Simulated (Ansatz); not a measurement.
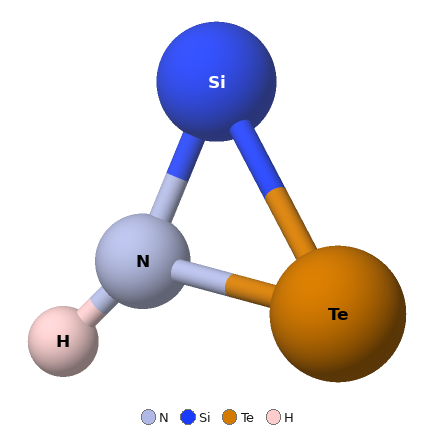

Starting geometry of the run.

Input file:

```yaml
crystal:
  periodic: [false, false, false]
  atoms:
    - {symbol: N, position_ang: [0.495444, -1.039860, -0.470820]}
    - {symbol: Si, position_ang: [0.216727, 0.550461, -0.153224]}
    - {symbol: Te, position_ang: [-1.197745, -1.332204, 0.817026]}
    - {symbol: H, position_ang: [1.002022, -1.787101, -0.909912]}
basis:
  gaussian: {orbitals: def2-TZVPP}
hamiltonian: {xc: {name: wB97M-V}}
```

Command:

```sh
ansatz run in.yaml --threads 2 --pin off --events-out ev --progress --plain --max-ram 4352MiB
```

Output:

```
Functional definition: wB97M-V
  name "wB97M-V"
  cite "Mardirossian & Head-Gordon, J. Chem. Phys. 144, 214110 (2016) doi:10.1063/1.4952647"
  cite "Becke, J. Chem. Phys. 107, 8554 (1997) doi:10.1063/1.475007"
  cite "Vydrov & Van Voorhis, J. Chem. Phys. 133, 244103 (2010) doi:10.1063/1.3521275"
  # Of w^i u^j: cxij and so on, Table III.
  parameter omega = 0.3/bohr
  parameter cx = 0.15
  parameter cx01 = 1.007
  parameter cx10 = 0.259
  parameter css00 = 0.443
  parameter css04 = -1.437
  parameter css10 = -4.535
  parameter css20 = -3.390
  parameter css43 = 4.278
  parameter cos00 = 1.000
  parameter cos10 = 1.358
  parameter cos20 = 2.924
  parameter cos21 = -8.812
  parameter cos60 = -1.390
  parameter cos61 = 9.142
  parameter b = 6.0
  parameter c = 0.01
  gx(w, u) = 1 - cx + cx01*u + cx10*w
  gss(w, u) = css00 + css04*u^4 + css10*w + css20*w^2 + css43*w^4*u^3
  gos(w, u) = cos00 + cos10*w + (cos20 + cos21*u)*w^2 + (cos60 + cos61*u)*w^6
  exchange = spin_sum(e_x_unif_sr(omega)*gx(b97_w, b97_u_x)) + cx*exact_x_sr(omega) + exact_x_lr(omega)
  correlation = spin_sum(e_c_pw_mod_same_spin*gss(b97_w, b97_u_same))
      + integral(e_c_pw_mod_opposite_spin*gos(b97_w_opposite, b97_u_opposite)) + vv10(b, c)
916 factors; their error is unknown
184 factors; integrals over basis functions are off by at most 5.6e-5 eV
mean field evaluation 1: about -16670.8670 eV, gradient 5.1e1 eV
mean field evaluation 2: about -16664.6731 eV, gradient 7.2e1 eV
mean field evaluation 4: about -16675.8920 eV, gradient 2.8e0 eV
mean field evaluation 8: about -16675.9105 eV, gradient 1.3e-1 eV
mean field evaluation 16: about -16675.9529 eV, gradient 9.9e-4 eV
mean field -16675.95294936 eV, -612.8299675221 hartree, gradient 8.8e-5 eV, S^2 0.000000; 0 other end points of the search recorded, 0 dependent functions left out
reference -16675.95298621 eV, -612.8299688763 hartree; 23, 23 occupied and 114, 114 virtual orbitals, 916 factors
Total energy: -16675.95298621 eV, -612.8299688763 hartree
```
